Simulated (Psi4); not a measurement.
# Energy and gradient calculation, with input and output: SiH3Cl

The run: energy and gradient calculation of SiH3Cl. Method and program: HF/3-21G, RHF (Psi4 1.11).

The geometry comes from this level: PBE0-D4/def2-TZVP.

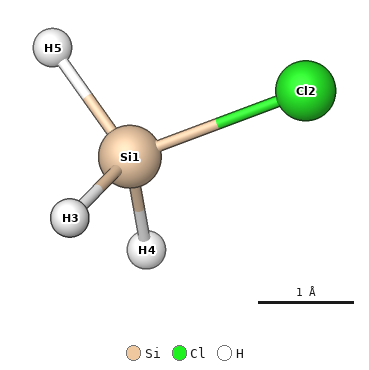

Fig. 1: The input geometry (ball-and-stick view, seen at a tilt; atoms are numbered from 1 in the order of the input).

### Input file (calc.dat)
```
memory 1600 mb

molecule system {
  0 1
  Si    -0.112000     0.018600    -0.030900
  Cl     1.838300    -0.513500     0.329900
  H     -0.950900    -0.488300     1.079100
  H     -0.534700    -0.585700    -1.314900
  H     -0.190800     1.495400    -0.104700
  symmetry c1
  no_reorient
  no_com
}

set {
  basis         3-21G
  reference     rhf
  puream        true
  e_convergence 1e-09
  d_convergence 1e-08
  scf_type      pk
}

e_tot, wfn = gradient("scf", return_wfn=True)
oeprop(wfn, "DIPOLE", "MAYER_INDICES", "QUADRUPOLE")
print_variables()
```

Run as:
```bash
psi4 calc.dat calc.out -n 1
```

### Log
```
Psi4 1.11 release

gradient() will perform analytic gradient computation.

   => Loading Basis Set <=

    Name: 3-21G
    Role: ORBITAL
    Keyword: BASIS

         ---------------------------------------------------------
                                   SCF
                              RHF Reference
                        1 Threads,   1525 MiB Core
         ---------------------------------------------------------

  ==> Geometry <==

    Molecular point group: c1
    Full point group: C1

    Geometry (in Angstrom), charge = 0, multiplicity = 1:

       Center              X                  Y                   Z               Mass
    ------------   -----------------  -----------------  -----------------  -----------------
         SI          -0.112000000000     0.018600000000    -0.030900000000    27.976926534650
         CL           1.838300000000    -0.513500000000     0.329900000000    34.968852682000
         H           -0.950900000000    -0.488300000000     1.079100000000     1.007825032230
         H           -0.534700000000    -0.585700000000    -1.314900000000     1.007825032230
         H           -0.190800000000     1.495400000000    -0.104700000000     1.007825032230

  Running in c1 symmetry.

  Rotational constants: A =      2.82420  B =      0.12432  C =      0.12431 [cm^-1]
  Rotational constants: A =  84667.32642  B =   3726.98652  C =   3726.75242 [MHz]
  Nuclear repulsion =   86.337218216617615

  Charge       = 0
  Multiplicity = 1
  Electrons    = 34
  Nalpha       = 17
  Nbeta        = 17

  ==> Algorithm <==

  SCF Algorithm Type is PK.
  DIIS enabled.
  MOM disabled.
  Fractional occupation disabled.
  Guess Type is SAD.
  Energy threshold   = 1.00e-09
  Density threshold  = 1.00e-08
  Integral threshold = 1.00e-12

  ==> Primary Basis <==

  Basis Set: 3-21G
    Blend: 3-21G
    Number of shells: 20
    Number of basis functions: 32
    Number of Cartesian functions: 32
    Spherical Harmonics?: true
    Max angular momentum: 1

  ==> Integral Setup <==

  Using in-core PK algorithm.
   Calculation information:
      Number of atoms:                   5
      Number of AO shells:              20
      Number of primitives:             39
      Number of atomic orbitals:        32
      Number of basis functions:        32

      Integral cutoff                 1.00e-12
      Number of threads:                 1

  Performing in-core PK
  Using 279312 doubles for integral storage.
  We computed 20340 shell quartets total.
  Whereas there are 22155 unique shell quartets.

  ==> DiskJK: Disk-Based J/K Matrices <==

    J tasked:                  Yes
    K tasked:                  Yes
    wK tasked:                  No
    Memory [MiB]:             1144
    Schwarz Cutoff:          1E-12

  Minimum eigenvalue in the overlap matrix is 2.1433937195E-02.
  Reciprocal condition number of the overlap matrix is 6.1280614473E-03.
    Using symmetric orthogonalization.

  ==> Pre-Iterations <==

  SCF Guess: Superposition of Atomic Densities via on-the-fly atomic UHF (no occupation information).

   -------------------------
    Irrep   Nso     Nmo
   -------------------------
     A         32      32
   -------------------------
    Total      32      32
   -------------------------

  ==> Iterations <==

                        Total Energy        Delta E     RMS |[F,P]|

   @RHF iter SAD:  -746.08047462132322   -7.46080e+02   0.00000e+00
   @RHF iter   1:  -746.43582399163654   -3.55349e-01   4.25184e-03 ADIIS/DIIS
   @RHF iter   2:  -746.45076801209120   -1.49440e-02   1.36014e-03 ADIIS/DIIS
   @RHF iter   3:  -746.45208460194021   -1.31659e-03   3.07419e-04 ADIIS/DIIS
   @RHF iter   4:  -746.45220664671547   -1.22045e-04   4.17649e-05 DIIS
   @RHF iter   5:  -746.45220927706271   -2.63035e-06   4.74106e-06 DIIS
   @RHF iter   6:  -746.45220930106973   -2.40070e-08   7.98376e-07 DIIS
   @RHF iter   7:  -746.45220930180949   -7.39760e-10   8.76554e-08 DIIS
   @RHF iter   8:  -746.45220930181927   -9.77707e-12   5.06792e-09 DIIS
  Energy and wave function converged.

  ==> Post-Iterations <==

    Orbital Energies [Eh]
    ---------------------

    Doubly Occupied:

       1A   -104.097403     2A    -68.352778     3A    -10.493820
       4A     -7.957118     5A     -7.953002     6A     -7.953002
       7A     -6.167451     8A     -4.264033     9A     -4.261944
      10A     -4.261943    11A     -1.111480    12A     -0.754953
      13A     -0.543021    14A     -0.543011    15A     -0.519708
      16A     -0.451933    17A     -0.451927

    Virtual:

      18A      0.110308    19A      0.189938    20A      0.189952
      21A      0.252703    22A      0.422913    23A      0.447225
      24A      0.447227    25A      0.478936    26A      0.782920
      27A      0.836957    28A      0.836963    29A      0.998628
      30A      1.310582    31A      1.328283    32A      1.328300

    Final Occupation by Irrep:
              A
    DOCC [    17 ]
    NA   [    17 ]
    NB   [    17 ]

  @RHF Final Energy:  -746.45220930181927

   => Energetics <=

    Nuclear Repulsion Energy =             86.3372182166176145
    One-Electron Energy =               -1205.3018039276898890
    Two-Electron Energy =                 372.5123764092530223
    Total Energy =                       -746.4522093018192663

Computation Completed

Properties will be evaluated at   0.000000,   0.000000,   0.000000 [a0]

Properties computed using the SCF density matrix

 Multipole Moments:

 ------------------------------------------------------------------------------------
     Multipole            Electronic (a.u.)      Nuclear  (a.u.)        Total (a.u.)
 ------------------------------------------------------------------------------------

 L = 1.  Multiply by 2.5417464519 to convert [e a0] to [Debye]
 Dipole X            :        -53.9627913           52.9249927           -1.0377986
 Dipole Y            :         15.4911457          -15.2079489            0.2831967
 Dipole Z            :         -9.3292887            9.1372038           -0.1920850
 Magnitude           :                                                    1.0927593

 ------------------------------------------------------------------------------------

	total time  =          0 seconds =       0.00 minutes

         ------------------------------------------------------------
                                   SCF GRAD
         ------------------------------------------------------------

  ==> Geometry <==

    Molecular point group: c1
    Full point group: C1

    Geometry (in Angstrom), charge = 0, multiplicity = 1:

       Center              X                  Y                   Z               Mass
    ------------   -----------------  -----------------  -----------------  -----------------
         SI          -0.112000000000     0.018600000000    -0.030900000000    27.976926534650
         CL           1.838300000000    -0.513500000000     0.329900000000    34.968852682000
         H           -0.950900000000    -0.488300000000     1.079100000000     1.007825032230
         H           -0.534700000000    -0.585700000000    -1.314900000000     1.007825032230
         H           -0.190800000000     1.495400000000    -0.104700000000     1.007825032230

  Nuclear repulsion =   86.337218216617615

  ==> Basis Set <==

  Basis Set: 3-21G
    Blend: 3-21G
    Number of shells: 20
    Number of basis functions: 32
    Number of Cartesian functions: 32
    Spherical Harmonics?: true
    Max angular momentum: 1

  ==> DirectJKGrad: Integral-Direct SCF Gradients <==

    Gradient:                    1
    J tasked:                  Yes
    K tasked:                  Yes
    wK tasked:                  No
    Integrals threads:           1
    Schwarz Cutoff:          1E-12

  -Total Gradient:
     Atom            X                  Y                   Z
    ------   -----------------  -----------------  -----------------
       1        0.046315454971    -0.012623938629     0.008533196704
       2       -0.044993809244     0.012273728119    -0.008320520064
       3       -0.000823281837    -0.000493073598     0.001078888232
       4       -0.000412566359    -0.000571372167    -0.001219168888
       5       -0.000085797515     0.001414656275    -0.000072395990

	total time  =          0 seconds =       0.00 minutes

Properties will be evaluated at   0.000000,   0.000000,   0.000000 [a0]
OEProp: No title given, name of density matrix used for the following properties is 'SCF density'

 Multipole Moments:

 ------------------------------------------------------------------------------------
     Multipole            Electronic (a.u.)      Nuclear  (a.u.)        Total (a.u.)
 ------------------------------------------------------------------------------------

 L = 1.  Multiply by 2.5417464519 to convert [e a0] to [Debye]
 Dipole X            :        -53.9627913           52.9249927           -1.0377986
 Dipole Y            :         15.4911457          -15.2079489            0.2831967
 Dipole Z            :         -9.3292887            9.1372038           -0.1920850
 Magnitude           :                                                    1.0927593

 L = 2.  Multiply by 1.3450342976 to convert [e a0^2] to [Debye ang]
 Quadrupole XX       :       -235.6018186          210.1608529          -25.4409657
 Quadrupole XY       :         56.7165936          -55.6530053            1.0635883
 Quadrupole XZ       :        -36.5927988           35.9075093           -0.6852895
 Quadrupole YY       :        -48.0121757           26.0871436          -21.9250321
 Quadrupole YZ       :         10.1948632          -10.0034967            0.1913664
 Quadrupole ZZ       :        -38.7781358           17.0265743          -21.7515615
 Traceless XX        :       -128.1377753          125.7359960           -2.4017793
 Traceless YY        :         59.4518677          -58.3377133            1.1141544
 Traceless ZZ        :         68.6859076          -67.3982826            1.2876249

 ------------------------------------------------------------------------------------

  Mayer Bond Indices:

  Irrep: 1 Size: 5 x 5

                 1                   2                   3                   4                   5

    1     0.00000000000000     0.69734310317488     0.91089381719584     0.91087980995799     0.91088185792517
    2     0.69734310317488     0.00000000000000     0.01385465589059     0.01385695072725     0.01385776946485
    3     0.91089381719584     0.01385465589059     0.00000000000000     0.01230922303972     0.01231029164390
    4     0.91087980995799     0.01385695072725     0.01230922303972     0.00000000000000     0.01230949186993
    5     0.91088185792517     0.01385776946485     0.01231029164390     0.01230949186993     0.00000000000000

  Atomic Valences:

 #  #
 Irrep: 1
      1:    3.429998588253874
      2:    0.738912479257568
      3:    0.949367987770050
      4:    0.949355475594896
      5:    0.949359410903861

  Variable Map:
  ----------------------------------------------------------------------------
  "CURRENT ENERGY"           =>    -746.452209301819
  "CURRENT REFERENCE ENERGY" =>    -746.452209301819
  "DD SOLVATION ENERGY"      =>       0.000000000000
  "HF KINETIC ENERGY"        =>     746.094945344778
  "HF POTENTIAL ENERGY"      =>   -1492.547154646597
  "HF TOTAL ENERGY"          =>    -746.452209301819
  "HF VIRIAL RATIO"          =>       2.000478845165
  "NUCLEAR REPULSION ENERGY" =>      86.337218216618
  "ONE-ELECTRON ENERGY"      =>   -1205.301803927690
  "PCM POLARIZATION ENERGY"  =>       0.000000000000
  "PE ENERGY"                =>       0.000000000000
  "SCF ITERATION ENERGY"     =>    -746.452209301819
  "SCF ITERATIONS"           =>       8.000000000000
  "SCF TOTAL ENERGY"         =>    -746.452209301819
  "TWO-ELECTRON ENERGY"      =>     372.512376409253

  Array Variable Map:
  ----------------------------------------------------------------------------
  "CURRENT DIPOLE"           =>      -1.037798582241 ... -0.192084974896 1 by 3
  "CURRENT GRADIENT"         =>       0.046315454971 ... -0.000072395990 5 by 3
  "DIPOLE"                   =>      -1.037798582241 ... -0.192084974896 1 by 3
  "HF TOTAL GRADIENT"        =>       0.046315454971 ... -0.000072395990 5 by 3
  "QUADRUPOLE"               =>     -25.440965716364 ... -21.751561485044 1 by 6
  "SCF DIPOLE"               =>      -1.037798582241 ... -0.192084974896 1 by 3
  "SCF TOTAL ENERGIES"       =>    -746.080474621323 ... -746.452209301819 1 by 9
  "SCF TOTAL GRADIENT"       =>       0.046315454971 ... -0.000072395990 5 by 3

    Psi4 run time: 0:00:00.34
```

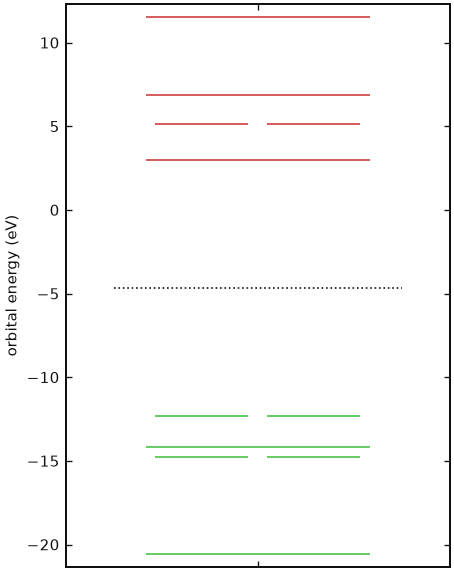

Fig. 2: Orbital energies near the frontier; the dotted line parts filled from empty levels, and levels within 0.02 eV of each other stand side by side. Highest filled −12.30 eV, lowest empty 3.00 eV, 15.30 eV apart.

### Results in brief

```tsv
quantity	value
outcome	converged
total energy	−746.452209 hartree
basis functions	32
largest force	2.507 eV/Å
HOMO	−12.30 eV
LUMO	3.00 eV
dipole moment	2.78 D
hardware	1 thread of AMD EPYC (Zen 5), 16 GiB of memory available, shared host
wall time	0.9 s
peak memory	0.18 GiB
```
